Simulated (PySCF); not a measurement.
# C2H8Ge: the cost of one run

Programs: PySCF 2.14.0, with density-fitted response routines of our own. Each step states its level of theory. These are calculated values for one molecule in the gas phase, unless marked as measured. Atoms are numbered from 0 throughout.

### Step 1. Starting geometry

11 atoms, charge 0, multiplicity 1; geometry from: GFN2-xTB. The atoms were then displaced at random by about 0.03 Å, so the start is not that level's minimum.

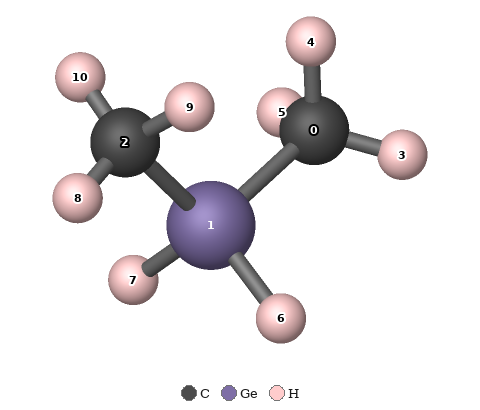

As it starts; carbon dark grey, germanium purple, hydrogen pink, atoms numbered; sticks join atoms by distance.

### Step 2. Relaxing the molecule at PBE0-D3(BJ)/def2-SVP

What the job is given:

```
{"job": {"xc": "PBE0", "basis": "def2-SVP", "d3": "d3bj", "grid": 1, "shake": 0.03, "kind": "geom"}, "charge": 0, "multiplicity": 1}
C      1.617330     0.487720    -0.197150
Ge     0.093560    -0.765400     0.068360
C     -1.712010     0.115750     0.102480
H      2.432120     0.474860     0.532970
H      1.156710     1.557100    -0.190860
H      2.004900     0.446580    -1.191730
H      0.362880    -1.518820     1.355150
H      0.176120    -1.772890    -1.031610
H     -2.455720    -0.584690     0.319560
H     -1.703760     0.824490     0.981390
H     -1.863220     0.655140    -0.769590
```

Command:

```bash
> OMP_NUM_THREADS=1 python probes_run.py task.json out
```

The driver reads the jobs from task.json and runs them one after another.

Q: Estimate the wall time and peak memory of this first job on 1 thread of Arm Neoverse N1, shared host.

About 72 s, with a peak of 0.39 GiB.
